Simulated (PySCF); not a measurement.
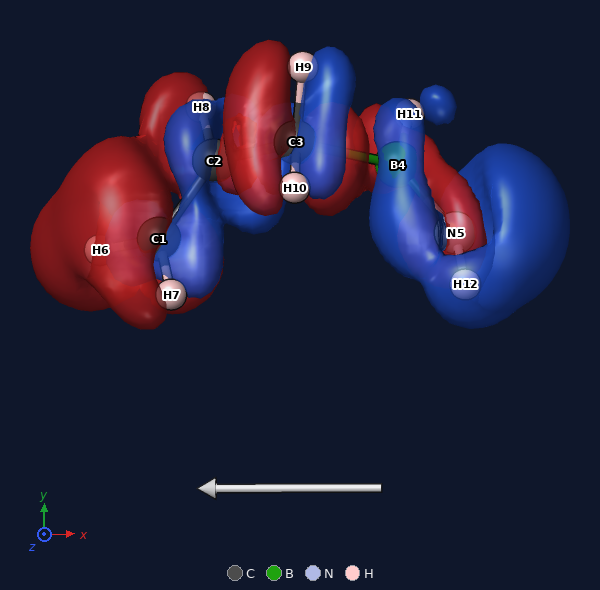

Figure. C$_{3}$H$_{7}$BN, doublet, SMILES `C=CCB[NH]`. Change of the electron density in a uniform field of 0.26 V/Å along −x (arrow), surfaces at ±0.002 e/Å³ (blue: gain, red: loss).

Computed with PySCF, ωB97X/def2-SVPD, geometry: GFN2-xTB. No frequency check shows the geometry to be a minimum. The stability of the open-shell solution wasn't checked. GFN2-xTB doesn't know the spin state, so this open-shell geometry is rough.

The field was applied in both directions; the picture shows the one opposite to the script's first.

Question: How large is the response?

Answer: The induced dipole is 1.21 D (along the field); α along this axis, from the fields in both directions, is 91 bohr³ (13.5 Å³). The response isn't linear: the two directions induce 1.11 and 1.21 D.
